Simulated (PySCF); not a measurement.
SMILES Cl[SiH2]c1ccccc1 at its GFN2-xTB optimised geometry (Å):

```
15

Cl    -0.3821    -3.2649    -0.3031
Si    -1.6022    -1.6887     0.0133
C     -0.5915    -0.0959     0.0000
C     -1.2456     1.1348     0.0012
C     -0.5372     2.3215    -0.0001
C      0.8481     2.3012    -0.0005
C      1.5158     1.0888     0.0000
C      0.8013    -0.0959     0.0000
H     -2.5960    -1.6673    -1.0596
H     -2.2487    -1.8761     1.3126
H     -2.3262     1.1579     0.0016
H     -1.0641     3.2649    -0.0013
H      1.4039     3.2275    -0.0019
H      2.5960     1.0659    -0.0003
H      1.3331    -1.0367    -0.0026
```

Computed with PySCF with PBE0/def2-TZVP. Cells within 0.4 Å of a nucleus heavier than hydrogen are left out (blank, or x).

Map of the deformation density (molecule minus spherical neutral atoms) (e/bohr³) on the plane z = 0.0 Å:

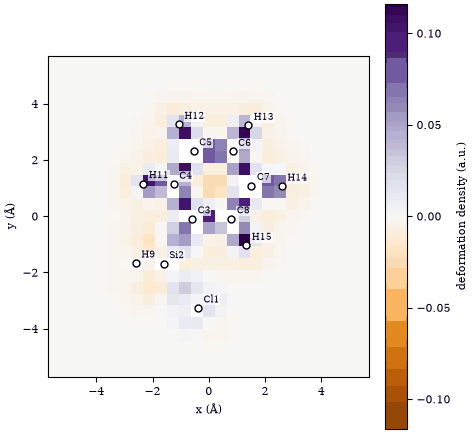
Deformation density (molecule minus spherical neutral atoms) (e/bohr³) on the plane z = 0.0 Å.
